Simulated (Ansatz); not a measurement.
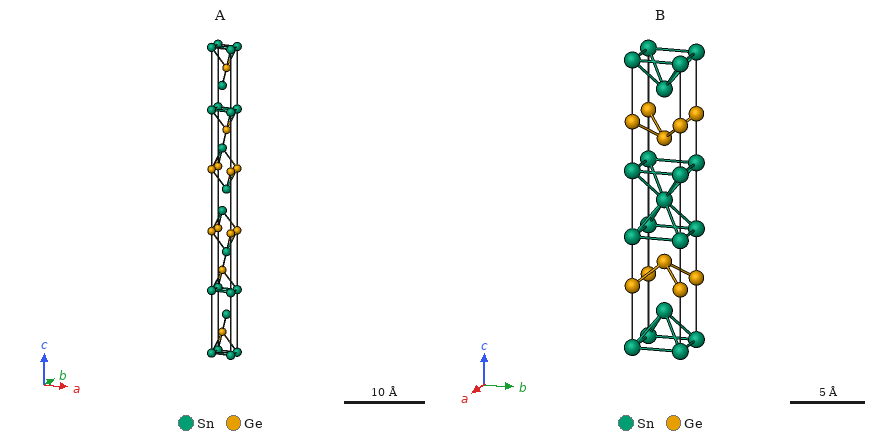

Two structures of Sn₃Ge₂, each relaxed to rest (conventional cells in solid outline, small ones repeated, not to one scale). Method: DFT PBE, scalar-relativistic, plane waves, PAW (Ansatz), without spin polarisation.

What are A and B?

A: 15 atoms a cell on a rhombohedral (trigonal R) lattice, R-3m. B: 10 atoms a cell on a body-centred tetragonal lattice, I4/mmm.

A or B: which is lower in energy?

B is lower, by 42 meV/atom at this level of theory (energies at zero smearing). Volumes: A 24.8, B 24.4 Å³/atom.

One or both may be structure types tried for this composition rather than known phases.
